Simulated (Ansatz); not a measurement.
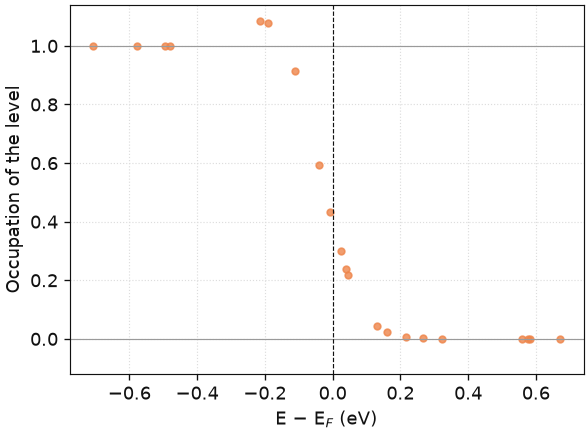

Occupations of the one-electron levels of the k mesh against their energy, from a run on Ag, space group Fm-3m, 1 atom in the cell, with Ansatz.

**Name the smearing function and its width.**

cold (Marzari-Vanderbilt) smearing with a width of 0.15 eV. The occupations overshoot 1 below the Fermi level (up to 1.08) but never turn negative, and they are not symmetric about it.
